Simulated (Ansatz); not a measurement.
## Nudged elastic band, with input and output: CH$_{5}$FSSi

- system: CH$_{5}$FSSi
- method: RKS PBE/6-31G* (Ansatz 0.2.0)

It belongs to a series of runs on one base structure; here: band between the two ends. Figures and captions count atoms from 1; the log counts them from 0 in places.

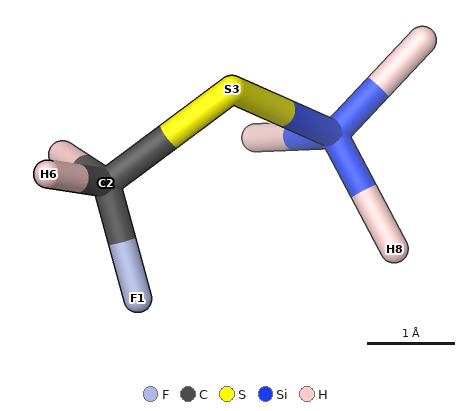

**Figure 1.** The starting structure (stick view, seen at a tilt; atoms are numbered from 1 in the order of the input). Bond lengths as drawn: C–F 1.39 Å, C–H 1.10 Å, C–S 1.84 Å, H–Si 1.50 Å and S–Si 2.16 Å.

### The input
```yaml
crystal:
  periodic: [false, false, false]
  atoms:
    - { symbol: F, position_ang: [-1.674809, 0.928059, 0.194937] }
    - { symbol: C, position_ang: [-0.404164, 1.38324, 0.513105] }
    - { symbol: S, position_ang: [0.65491, 0.053037, 1.213649] }
    - { symbol: Si, position_ang: [0.489101, -1.34833, -0.426181] }
    - { symbol: H, position_ang: [0.058388, 1.791656, -0.401569] }
    - { symbol: H, position_ang: [-0.478302, 2.162608, 1.29067] }
    - { symbol: H, position_ang: [1.621318, -2.312702, -0.253073] }
    - { symbol: H, position_ang: [-0.804519, -2.100955, -0.426806] }
    - { symbol: H, position_ang: [0.626576, -0.602913, -1.721833] }
basis:
  gaussian: { orbitals: "6-31G*" }
hamiltonian:
  xc: pbe
neb:
  order_check: false
  images: 7
  f_tol: 0.03
  max_iterations: 60
  final_atoms:
    - { symbol: F, position_ang: [-0.78157825, 1.64137985, -0.67759342] }
    - { symbol: C, position_ang: [-0.21418546, 1.40734722, 0.56631013] }
    - { symbol: S, position_ang: [-0.60015176, -0.27383111, 1.20140698] }
    - { symbol: Si, position_ang: [0.20890016, -1.41159829, -0.45204159] }
    - { symbol: H, position_ang: [0.87854829, 1.53555285, 0.48007775] }
    - { symbol: H, position_ang: [-0.6310183, 2.11958724, 1.2987528] }
    - { symbol: H, position_ang: [1.52075965, -0.80742534, -0.86105906] }
    - { symbol: H, position_ang: [0.40889281, -2.80171692, 0.06638715] }
    - { symbol: H, position_ang: [-0.70166814, -1.45559551, -1.63934174] }
  initial_path:
    images:
      - { positions_ang: [[-1.674809, 0.928059, 0.194937], [-0.404164, 1.38324, 0.513105], [0.65491, 0.053037, 1.213649], [0.489101, -1.34833, -0.426181], [0.058388, 1.791656, -0.401569], [-0.478302, 2.162608, 1.29067], [1.621318, -2.312702, -0.253073], [-0.804519, -2.100955, -0.426806], [0.626576, -0.602913, -1.721833]] }
      - { positions_ang: [[-1.57757829, 0.81209573, 0.47476199], [-0.43500266, 1.36230175, 0.5401618], [0.75803133, 0.17548034, 1.02557051], [0.53429557, -1.3233829, -0.46918542], [-0.20384662, 1.71388532, -0.39361676], [-0.47065161, 2.18839642, 1.25663884], [1.3563932, -2.33211963, -0.11379107], [-0.76609101, -1.83912786, -0.64751457], [0.89294909, -0.80382916, -1.69012633]] }
      - { positions_ang: [[-1.48034759, 0.69613245, 0.75458698], [-0.46584133, 1.3413635, 0.56721861], [0.86115265, 0.29792368, 0.83749201], [0.57949015, -1.29843581, -0.51218984], [-0.46608123, 1.63611464, -0.38566452], [-0.46300121, 2.21418484, 1.22260767], [1.09146841, -2.35153725, 0.02549087], [-0.72766302, -1.57730072, -0.86822314], [1.15932218, -1.00474532, -1.65841965]] }
      - { positions_ang: [[-1.38311688, 0.58016918, 1.03441197], [-0.49667999, 1.32042524, 0.59427541], [0.96427398, 0.42036702, 0.64941352], [0.62468472, -1.27348871, -0.55519426], [-0.72831585, 1.55834397, -0.37771227], [-0.45535082, 2.23997326, 1.18857651], [0.82654361, -2.37095488, 0.1647728], [-0.68923503, -1.31547359, -1.08893171], [1.42569526, -1.20566149, -1.62671298]] }
      - { positions_ang: [[-1.28588617, 0.46420591, 1.31423696], [-0.52751866, 1.29948699, 0.62133221], [1.0673953, 0.54281036, 0.46133502], [0.6698793, -1.24854162, -0.59819867], [-0.99055047, 1.48057329, -0.36976003], [-0.44770043, 2.26576168, 1.15454535], [0.56161882, -2.3903725, 0.30405474], [-0.65080704, -1.05364645, -1.30964028], [1.69206835, -1.40657765, -1.5950063]] }
      - { positions_ang: [[-1.15980919, 0.75849939, 0.81627937], [-0.44918536, 1.32645205, 0.60757669], [0.65050854, 0.33864999, 0.64635301], [0.55463451, -1.28930579, -0.5616594], [-0.52327578, 1.49431818, -0.15730059], [-0.49352989, 2.22921807, 1.19059721], [0.80140403, -1.99463571, 0.01277629], [-0.38588208, -1.49066407, -0.96563342], [1.09363423, -1.41883211, -1.60609016]] }
      - { positions_ang: [[-1.03373221, 1.05279288, 0.31832177], [-0.37085206, 1.35341711, 0.59382117], [0.23362177, 0.13448962, 0.831371], [0.43938973, -1.33006995, -0.52512013], [-0.05600109, 1.50806307, 0.05515886], [-0.53935936, 2.19267446, 1.22664908], [1.04118924, -1.59889892, -0.27850216], [-0.12095711, -1.92768168, -0.62162656], [0.4952001, -1.43108658, -1.61717402]] }
      - { positions_ang: [[-0.90765523, 1.34708636, -0.17963583], [-0.29251876, 1.38038216, 0.58006565], [-0.18326499, -0.06967075, 1.01638899], [0.32414494, -1.37083412, -0.48858086], [0.4112736, 1.52180796, 0.2676183], [-0.58518883, 2.15613085, 1.26270094], [1.28097444, -1.20316213, -0.56978061], [0.14396785, -2.3646993, -0.2776197], [-0.10323402, -1.44334104, -1.62825788]] }
      - { positions_ang: [[-0.78157825, 1.64137985, -0.67759342], [-0.21418546, 1.40734722, 0.56631013], [-0.60015176, -0.27383111, 1.20140698], [0.20890016, -1.41159829, -0.45204159], [0.87854829, 1.53555285, 0.48007775], [-0.6310183, 2.11958724, 1.2987528], [1.52075965, -0.80742534, -0.86105906], [0.40889281, -2.80171692, 0.06638715], [-0.70166814, -1.45559551, -1.63934174]] }
```

Machine: 1 thread of Arm Neoverse V1, 24 GiB of memory available, shared host.

Launched with:
```bash
ansatz run input.yaml --threads 1 --pin off --max-ram 2048MiB --backend cpu --events-out ev --progress --plain --runs-dir out
```

### Log
```
Engine: ansatz 0.2.0, aarch64-unknown-linux-gnu
Functional definition: PBE
  parameter kappa = 0.804
  parameter beta = 0.06672455060314922
  exchange = pbe_x(kappa = kappa, mu = beta*pi^2/3)
  correlation = pbe_c(beta = beta)
935 factors; their error is unknown
mean field evaluation 1: about -22532.6681 eV, gradient 2.7e1 eV
mean field evaluation 2: about -22531.9438 eV, gradient 3.4e1 eV
mean field evaluation 4: about -22534.4481 eV, gradient 1.7e0 eV
mean field evaluation 8: about -22534.4567 eV, gradient 5.7e-2 eV
mean field evaluation 16: about -22534.3813 eV, gradient 3.2e-5 eV
mean field -22534.38128556 eV, -828.1232378922 hartree, gradient 3.2e-5 eV, S^2 0.000000; 0 other end points of the search recorded, 0 dependent functions left out
the calculation of the forces begins
reference -22534.38131707 eV, -828.1232390501 hartree; 25, 25 occupied and 53, 53 virtual orbitals, 935 factors
935 factors; their error is unknown
mean field evaluation 32: about -22534.3813 eV, gradient 1.4e-4 eV
mean field -22534.38130853 eV, -828.1232387363 hartree, gradient 3.4e-5 eV, S^2 0.000000; 0 other end points of the search recorded, 0 dependent functions left out
[... from here on the field's lines of each further geometry are left out, up to the last ...]
NEB iter   1: max|band force component| = 1.982e2 eV/Å  barrier→ = 93.7250 eV  barrier← = 93.7250 eV  Δτ_max = 0.2000 Å  (231 SCF iters)
NEB iter   2: max|band force component| = 5.654e1 eV/Å  barrier→ = 31.8739 eV  barrier← = 31.8739 eV  Δτ_max = 0.1982 Å  (211 SCF iters)
NEB iter   3: max|band force component| = 3.668e1 eV/Å  barrier→ = 13.2754 eV  barrier← = 13.2754 eV  Δτ_max = 0.1968 Å  (214 SCF iters)
NEB iter   4: max|band force component| = 1.697e1 eV/Å  barrier→ = 4.5949 eV  barrier← = 4.5950 eV  Δτ_max = 0.1980 Å  (220 SCF iters)
NEB iter   5: max|band force component| = 7.831e0 eV/Å  barrier→ = 1.3867 eV  barrier← = 1.3867 eV  Δτ_max = 0.1997 Å  (202 SCF iters)
NEB iter   6: max|band force component| = 3.260e0 eV/Å  barrier→ = 0.3836 eV  barrier← = 0.3836 eV  Δτ_max = 0.2000 Å  (200 SCF iters)
NEB iter   7: max|band force component| = 1.712e0 eV/Å  barrier→ = 0.2589 eV  barrier← = 0.2590 eV  Δτ_max = 0.2000 Å  (211 SCF iters)
NEB iter   8: max|band force component| = 1.128e0 eV/Å  barrier→ = 0.2084 eV  barrier← = 0.2084 eV  Δτ_max = 0.1999 Å  (208 SCF iters)
NEB iter   9: max|band force component| = 7.957e-1 eV/Å  barrier→ = 0.1733 eV  barrier← = 0.1733 eV  Δτ_max = 0.2000 Å  (201 SCF iters)
NEB iter  10: max|band force component| = 1.197e0 eV/Å  barrier→ = 0.1237 eV  barrier← = 0.1238 eV  Δτ_max = 0.2000 Å  (203 SCF iters)
NEB iter  11: max|band force component| = 1.350e0 eV/Å  barrier→ = 0.1325 eV  barrier← = 0.1325 eV  Δτ_max = 0.2000 Å  (207 SCF iters)
NEB iter  12: max|band force component| = 1.045e0 eV/Å  barrier→ = 0.1051 eV  barrier← = 0.1051 eV  Δτ_max = 0.1964 Å  (214 SCF iters)
NEB iter  13: max|band force component| = 5.894e-1 eV/Å  barrier→ = 0.0966 eV  barrier← = 0.0967 eV  Δτ_max = 0.1961 Å  (200 SCF iters)
NEB iter  14: max|band force component| = 2.774e-1 eV/Å  barrier→ = 0.0814 eV  barrier← = 0.0814 eV  CI = image 3  Δτ_max = 0.1047 Å  (203 SCF iters)
NEB iter  15: max|band force component| = 1.940e-1 eV/Å  barrier→ = 0.0786 eV  barrier← = 0.0786 eV  CI = image 3  Δτ_max = 0.0885 Å  (202 SCF iters)
NEB iter  16: max|band force component| = 1.634e-1 eV/Å  barrier→ = 0.0779 eV  barrier← = 0.0779 eV  CI = image 3  Δτ_max = 0.0428 Å  (203 SCF iters)
NEB iter  17: max|band force component| = 1.088e-1 eV/Å  barrier→ = 0.0756 eV  barrier← = 0.0756 eV  CI = image 3  Δτ_max = 0.0136 Å  (204 SCF iters)
NEB iter  18: max|band force component| = 5.113e-2 eV/Å  barrier→ = 0.0748 eV  barrier← = 0.0749 eV  CI = image 3  Δτ_max = 0.0110 Å  (195 SCF iters)
the calculation of the forces begins
reference -22534.37014342 eV, -828.1228284261 hartree; 25, 25 occupied and 53, 53 virtual orbitals, 935 factors
935 factors; their error is unknown
mean field evaluation 1184: about -22534.3065 eV, gradient 2.6e-3 eV
mean field -22534.30651577 eV, -828.1204901529 hartree, gradient 1.3e-5 eV, S^2 0.000000; 1 other end points of the search recorded, 0 dependent functions left out
the calculation of the forces begins
reference -22534.30654727 eV, -828.1204913105 hartree; 25, 25 occupied and 53, 53 virtual orbitals, 935 factors
NEB iter  19: max|band force component| = 2.004e-2 eV/Å  barrier→ = 0.0748 eV  barrier← = 0.0748 eV  CI = image 3  Δτ_max = 0.0000 Å  (382 SCF iters)
```

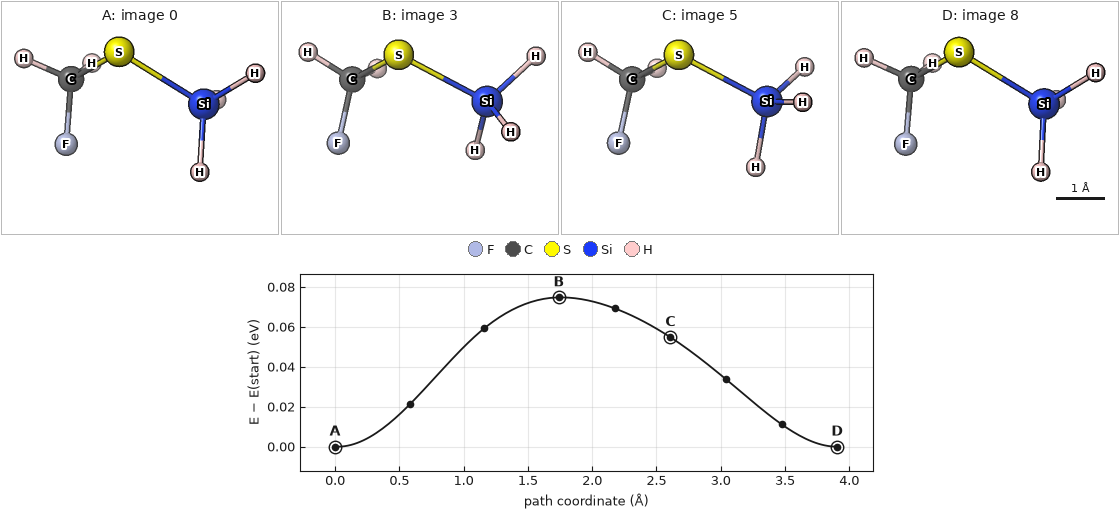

**Figure 2.** Images of the last band (counted from 0; ball-and-stick, seen at a tilt) above the energy along the path; the line is a cubic interpolation that uses the forces. The highest image is number 3, 0.075 eV above the start and 0.075 eV above the end (the climbing image); start and end have the same energy. The path is 3.91 Å long. The band converged in 19 iterations.

```
Total energy: -22534.30654727 eV, -828.1204913105 hartree
Atom 0 at    -1.509253     1.412932    -0.245380 Å, force    -0.009907     0.001238    -0.009613 eV/Å
Atom 1 at    -0.341988     1.425177     0.494569 Å, force     0.019812     0.019995     0.000991 eV/Å
Atom 2 at    -0.032045    -0.180132     1.337135 Å, force     0.000402    -0.007727     0.019115 eV/Å
Atom 3 at     0.407716    -1.423575    -0.385132 Å, force     0.001430     0.003255    -0.004898 eV/Å
Atom 4 at     0.498378     1.688158    -0.170125 Å, force    -0.008755    -0.003266    -0.002622 eV/Å
Atom 5 at    -0.428188     2.169720     1.305251 Å, force    -0.002985    -0.011339    -0.000292 eV/Å
Atom 6 at     1.876013    -1.708181    -0.510302 Å, force     0.001392    -0.001718    -0.000572 eV/Å
Atom 7 at    -0.320870    -2.721403    -0.228767 Å, force    -0.001657     0.000311     0.001490 eV/Å
Atom 8 at    -0.061262    -0.708996    -1.614351 Å, force     0.000268    -0.000750    -0.003598 eV/Å
Dipole moment:     0.240932     0.115000    -0.133620 e Å
this run last wrote the band of iteration 19 to [file]
```

### The last band as extended XYZ (Å, eV, eV/Å)
```
9
Properties=species:S:1:pos:R:3:forces:R:3 image=0 energy=-22534.38129
F    -1.6748    0.9281    0.1949   -0.0045   0.0016  -0.0014
C    -0.4042    1.3832    0.5131    0.0087  -0.0044   0.0084
S     0.6549    0.0530    1.2136   -0.0054   0.0080  -0.0048
Si    0.4891   -1.3483   -0.4262    0.0067  -0.0046  -0.0005
H     0.0584    1.7917   -0.4016   -0.0001  -0.0010   0.0009
H    -0.4783    2.1626    1.2907    0.0003   0.0021  -0.0020
H     1.6213   -2.3127   -0.2531   -0.0016   0.0006   0.0007
H    -0.8045   -2.1010   -0.4268   -0.0012  -0.0044  -0.0025
H     0.6266   -0.6029   -1.7218   -0.0028   0.0021   0.0012
9
Properties=species:S:1:pos:R:3:forces:R:3 image=1 energy=-22534.36015
F    -1.6516    1.0964    0.0524   -0.0065  -0.0198   0.0163
C    -0.3760    1.4008    0.4996   -0.0038   0.0000  -0.0015
S     0.4525   -0.0329    1.2961    0.0282   0.0069  -0.0038
Si    0.4536   -1.3831   -0.3996    0.0013   0.0029  -0.0013
H     0.2225    1.7518   -0.3578   -0.0166   0.0038  -0.0076
H    -0.4359    2.1844    1.2745   -0.0054  -0.0007  -0.0021
H     1.7366   -2.1555   -0.3644   -0.0090  -0.0213   0.0116
H    -0.6918   -2.3471   -0.3666   -0.0166   0.0239  -0.0084
H     0.3787   -0.5610   -1.6514    0.0284   0.0044  -0.0031
9
Properties=species:S:1:pos:R:3:forces:R:3 image=2 energy=-22534.32197
F    -1.5950    1.2696   -0.0947   -0.0080  -0.0132   0.0135
C    -0.3511    1.4192    0.4926   -0.0075   0.0035  -0.0071
S     0.2182   -0.1100    1.3386    0.0240   0.0018   0.0045
Si    0.4246   -1.4124   -0.3857    0.0029   0.0024  -0.0003
H     0.3724    1.7209   -0.2831   -0.0118   0.0031  -0.0075
H    -0.4075    2.1881    1.2825   -0.0031   0.0001  -0.0024
H     1.8196   -1.9578   -0.4521   -0.0023  -0.0211   0.0076
H    -0.5341   -2.5591   -0.2999   -0.0160   0.0142  -0.0079
H     0.1413   -0.6048   -1.6152    0.0218   0.0092  -0.0005
9
Properties=species:S:1:pos:R:3:forces:R:3 image=3 energy=-22534.30652
F    -1.5093    1.4129   -0.2454   -0.0099   0.0012  -0.0096
C    -0.3420    1.4252    0.4946    0.0198   0.0200   0.0010
S    -0.0320   -0.1801    1.3371    0.0004  -0.0077   0.0191
Si    0.4077   -1.4236   -0.3851    0.0014   0.0033  -0.0049
H     0.4984    1.6882   -0.1701   -0.0088  -0.0033  -0.0026
H    -0.4282    2.1697    1.3053   -0.0030  -0.0113  -0.0003
H     1.8760   -1.7082   -0.5103    0.0014  -0.0017  -0.0006
H    -0.3209   -2.7214   -0.2288   -0.0017   0.0003   0.0015
H    -0.0613   -0.7090   -1.6144    0.0003  -0.0008  -0.0036
9
Properties=species:S:1:pos:R:3:forces:R:3 image=4 energy=-22534.31201
F    -1.4157    1.5006   -0.3504    0.0082   0.0075  -0.0064
C    -0.3334    1.4264    0.5064    0.0023  -0.0063   0.0014
S    -0.1941   -0.2241    1.3099   -0.0083   0.0039   0.0018
Si    0.3890   -1.4231   -0.3976   -0.0039  -0.0075  -0.0093
H     0.5840    1.6687   -0.0568    0.0019   0.0022   0.0051
H    -0.4692    2.1448    1.3332    0.0009  -0.0001   0.0027
H     1.8798   -1.5103   -0.5564   -0.0007   0.0122  -0.0015
H    -0.1551   -2.7969   -0.1629    0.0078  -0.0052   0.0048
H    -0.1968   -0.8326   -1.6424   -0.0081  -0.0066   0.0016
9
Properties=species:S:1:pos:R:3:forces:R:3 image=5 energy=-22534.32646
F    -1.2742    1.5879   -0.4535    0.0170   0.0072  -0.0125
C    -0.3046    1.4306    0.5200    0.0062   0.0002   0.0093
S    -0.3368   -0.2498    1.2699   -0.0100  -0.0002  -0.0008
Si    0.3452   -1.4265   -0.4131   -0.0098  -0.0068  -0.0100
H     0.6835    1.6422    0.0760    0.0005  -0.0010   0.0077
H    -0.5017    2.1293    1.3512   -0.0015   0.0005   0.0044
H     1.8330   -1.3387   -0.6010   -0.0038   0.0196  -0.0041
H    -0.0311   -2.8381   -0.0905    0.0133  -0.0028   0.0072
H    -0.3249   -0.9831   -1.6761   -0.0118  -0.0167  -0.0013
9
Properties=species:S:1:pos:R:3:forces:R:3 image=6 energy=-22534.34753
F    -1.1354    1.6315   -0.5236    0.0156   0.0087  -0.0188
C    -0.2684    1.4302    0.5358    0.0141  -0.0042   0.0114
S    -0.4179   -0.2601    1.2465   -0.0088   0.0021  -0.0023
Si    0.2947   -1.4261   -0.4296   -0.0079   0.0006  -0.0029
H     0.7629    1.6140    0.1877    0.0037  -0.0052   0.0168
H    -0.5216    2.1240    1.3559   -0.0060  -0.0020   0.0004
H     1.7471   -1.1542   -0.7009   -0.0120   0.0219  -0.0083
H     0.1122   -2.8509   -0.0110    0.0170  -0.0012   0.0071
H    -0.4851   -1.1549   -1.6779   -0.0158  -0.0208  -0.0035
9
Properties=species:S:1:pos:R:3:forces:R:3 image=7 energy=-22534.37011
F    -0.9815    1.6350   -0.6022    0.0185   0.0021  -0.0088
C    -0.2635    1.4113    0.5615    0.0040  -0.0008   0.0017
S    -0.5150   -0.2870    1.2188   -0.0094  -0.0016  -0.0019
Si    0.2722   -1.4117   -0.4519   -0.0032   0.0004  -0.0012
H     0.8057    1.5849    0.3507    0.0081  -0.0039   0.0154
H    -0.6162    2.0992    1.3491   -0.0053  -0.0006  -0.0016
H     1.6629   -0.9434   -0.7725   -0.0131   0.0179  -0.0082
H     0.2945   -2.8341    0.0133    0.0139   0.0019   0.0044
H    -0.5704   -1.3005   -1.6838   -0.0134  -0.0154   0.0003
9
Properties=species:S:1:pos:R:3:forces:R:3 image=8 energy=-22534.38131
F    -0.7816    1.6414   -0.6776    0.0039  -0.0015   0.0073
C    -0.2142    1.4073    0.5663    0.0086  -0.0050  -0.0138
S    -0.6002   -0.2738    1.2014   -0.0014  -0.0030   0.0020
Si    0.2089   -1.4116   -0.4520    0.0004   0.0071  -0.0034
H     0.8785    1.5356    0.4801   -0.0092   0.0039   0.0009
H    -0.6310    2.1196    1.2988    0.0001  -0.0013   0.0012
H     1.5208   -0.8074   -0.8611    0.0001   0.0003   0.0019
H     0.4089   -2.8017    0.0664   -0.0007  -0.0015   0.0030
H    -0.7017   -1.4556   -1.6393   -0.0017   0.0010   0.0009
```

### Key numbers

```tsv
quantity	value
outcome	converged
barrier, forward	0.075 eV
barrier, backward	0.075 eV
wall time	5.7 min
peak memory	0.26 GiB
```

### Notes

The order of the saddle point was not checked.
